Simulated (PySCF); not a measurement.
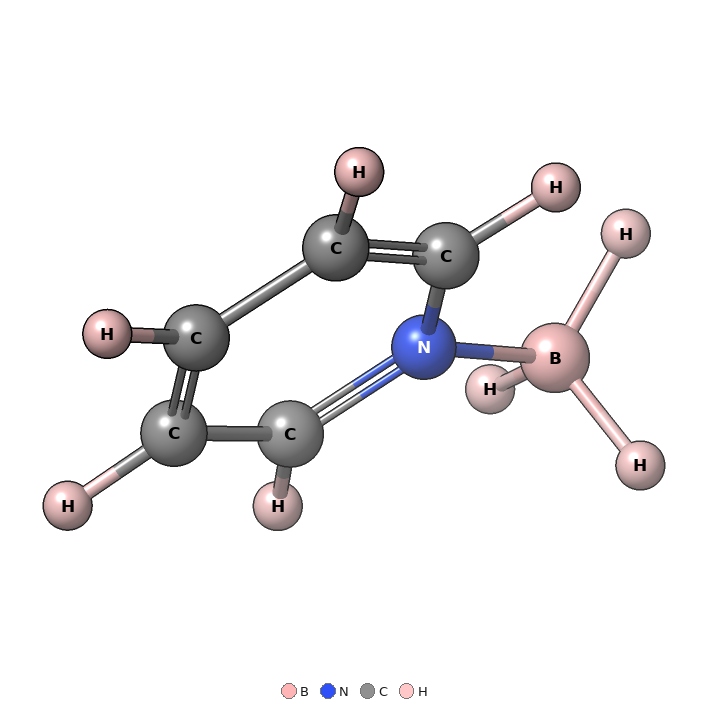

Orthographic view. Depth is shown by fading: the farther an atom, the more it takes the colour of the background. The geometry was computed by an optimisation with GFN2-xTB. No frequency run is at hand to confirm it as a minimum.

**Give the standard InChI.**

InChI=1S/C5H8BN/c6-7-4-2-1-3-5-7/h1-5H,6H3
